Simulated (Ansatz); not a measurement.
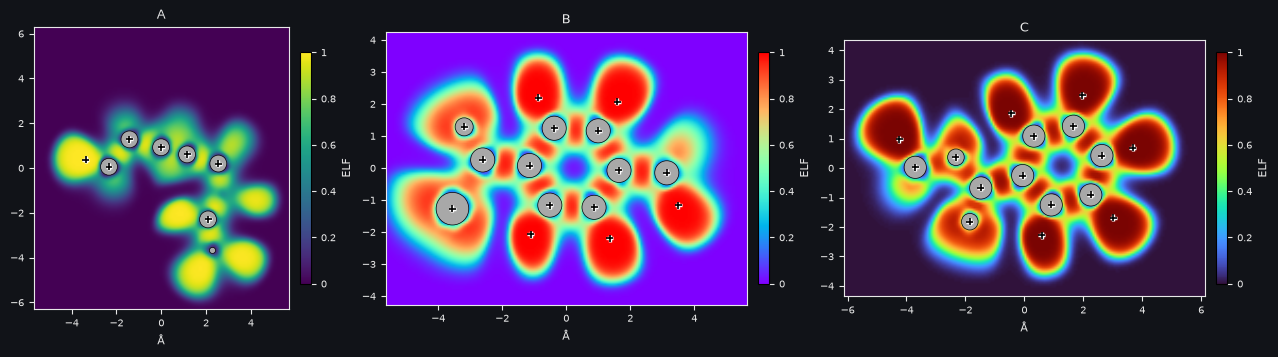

The ELF of 3 systems, each on a plane through atoms (crosses mark nuclei in the plane; grey discs cover the cores).

Level of theory: RKS PBE0-D4/def2-TZVPP in Ansatz.

System 1: C$_{8}$H$_{7}$ClO (SMILES Cc1ccc(C(=O)Cl)cc1), the plane of atoms C3, C4 and H15. Geometry: PBE0-D4/def2-TZVP.

```yaml
atoms:
  - { symbol: C, position_ang: [1.9638, -1.8396, 0.5272] }
  - { symbol: C, position_ang: [0.9017, -0.8270, 0.2389] }
  - { symbol: C, position_ang: [0.8083, -0.2368, -1.0224] }
  - { symbol: C, position_ang: [-0.1785, 0.6836, -1.3038] }
  - { symbol: C, position_ang: [-1.1050, 1.0415, -0.3220] }
  - { symbol: C, position_ang: [-2.1249, 2.0323, -0.7036] }
  - { symbol: O, position_ang: [-2.2300, 2.5505, -1.7645] }
  - { symbol: Cl, position_ang: [-3.2902, 2.4575, 0.5879] }
  - { symbol: C, position_ang: [-1.0199, 0.4619, 0.9387] }
  - { symbol: C, position_ang: [-0.0252, -0.4605, 1.2098] }
  - { symbol: H, position_ang: [1.7360, -2.7883, 0.0316] }
  - { symbol: H, position_ang: [2.0508, -2.0348, 1.5966] }
  - { symbol: H, position_ang: [2.9365, -1.5083, 0.1566] }
  - { symbol: H, position_ang: [1.5246, -0.5058, -1.7915] }
  - { symbol: H, position_ang: [-0.2505, 1.1423, -2.2821] }
  - { symbol: H, position_ang: [-1.7318, 0.7363, 1.7055] }
  - { symbol: H, position_ang: [0.0343, -0.9049, 2.1972] }
```

System 2: C$_{8}$H$_{8}$O$_{2}$ (SMILES COC(=O)c1ccccc1), the plane of atoms C6, C7 and H15. Geometry: PBE0-D4/def2-TZVP.

```tsv
atom	x (Å)	y (Å)	z (Å)
C	2.5486	-2.0426	-1.0291
O	1.6782	-1.2020	-0.2819
C	0.6127	-0.7469	-0.9539
O	0.3964	-1.0216	-2.1064
C	-0.2549	0.1216	-0.1220
C	-1.3985	0.6511	-0.7115
C	-2.2415	1.4672	0.0217
C	-1.9452	1.7579	1.3465
C	-0.8051	1.2313	1.9370
C	0.0408	0.4138	1.2062
H	2.0183	-2.9281	-1.3827
H	3.3480	-2.3241	-0.3472
H	2.9520	-1.5089	-1.8908
H	-1.6067	0.4087	-1.7464
H	-3.1320	1.8786	-0.4389
H	-2.6055	2.3975	1.9212
H	-0.5749	1.4590	2.9712
H	0.9317	-0.0014	1.6588
```

System 3: C$_{8}$H$_{14}$ (SMILES CCC#CCCCC), the plane of atoms C2, C1 and H9. Geometry: PBE0-D4/def2-TZVP.

| atom | x (Å) | y (Å) | z (Å) |
| --- | --- | --- | --- |
| C | 1.5487 | -0.6441 | -2.8725 |
| C | 0.8294 | 0.7007 | -2.9361 |
| C | 0.0967 | 1.0058 | -1.7170 |
| C | -0.5047 | 1.2323 | -0.6997 |
| C | -1.2088 | 1.4934 | 0.5463 |
| C | -0.6313 | 0.7249 | 1.7363 |
| C | -0.7347 | -0.7831 | 1.5904 |
| C | -0.1347 | -1.5286 | 2.7693 |
| H | 2.0866 | -0.8367 | -3.8033 |
| H | 2.2668 | -0.6603 | -2.0507 |
| H | 0.8372 | -1.4561 | -2.7120 |
| H | 0.1351 | 0.7088 | -3.7833 |
| H | 1.5539 | 1.4990 | -3.1306 |
| H | -2.2672 | 1.2335 | 0.4243 |
| H | -1.1800 | 2.5681 | 0.7553 |
| H | -1.1586 | 1.0437 | 2.6425 |
| H | 0.4183 | 1.0093 | 1.8673 |
| H | -1.7891 | -1.0611 | 1.4741 |
| H | -0.2355 | -1.0866 | 0.6647 |
| H | -0.6321 | -1.2585 | 3.7054 |
| H | 0.9275 | -1.2938 | 2.8825 |
| H | -0.2234 | -2.6105 | 2.6469 |

Which map belongs to which system?

Panel A is system 3, C$_{8}$H$_{14}$: the plane holds C and H. C–C (1.20 Å): the ELF peaks at about 0.80 between the atoms; a multiple bond. Panel B is system 1, C$_{8}$H$_{7}$ClO: the plane holds C, O, Cl and H. C–O (1.19 Å): the ELF peaks at about 0.85 between the atoms: a multiple bond. Panel C is system 2, C$_{8}$H$_{8}$O$_{2}$: the plane holds C, O and H. C–O (1.20 Å): the ELF peaks at about 0.85 between the atoms: a short, multiple covalent bond.
